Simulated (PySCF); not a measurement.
# C3H3FO2: the cost of one run

The runs use PySCF 2.14.0, with density-fitted response routines of our own; the level of theory stands in each step. All values are computed, except where a source is named. Atoms count from 0, in the outputs and in this text.

## Step 1: Starting geometry

9 atoms, charge 0, multiplicity 1; geometry from: GFN2-xTB. The atoms were then displaced at random by about 0.01 Å, so the start is not that level's minimum.

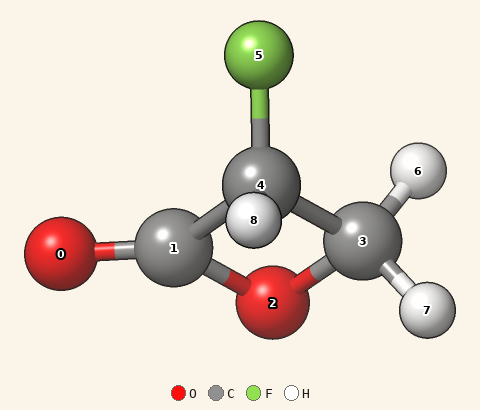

The starting geometry (oxygen red, carbon grey, fluorine green, hydrogen white), atoms numbered; sticks join atoms by distance.

## Step 2: Relaxing the molecule at PBE0-D3(BJ)/def2-SVP

Job settings and geometry (Å):

```
{"job": {"xc": "PBE0", "basis": "def2-SVP", "d3": "d3bj", "grid": 1, "shake": 0.01, "kind": "geom"}, "charge": 0, "multiplicity": 1}
O      2.327770    -0.269160    -0.459100
C      1.132930    -0.271510    -0.292500
O      0.233060    -1.285740    -0.431150
C     -0.826280    -0.492020     0.032380
C      0.042420     0.738540     0.096640
F      0.149310     1.341250     1.325510
H     -1.205390    -0.844000     1.006620
H     -1.651860    -0.469520    -0.699670
H     -0.144160     1.534990    -0.612460
```

On the command line:

```
$ OMP_NUM_THREADS=1 python probes_run.py task.json out
```

One launch serves the whole session: the jobs run in the order shown.

**Question.** How long does this first job take on 1 thread of Arm Neoverse V1, shared host, and how much memory does it need?

About 29 s, with a peak of 0.41 GiB.
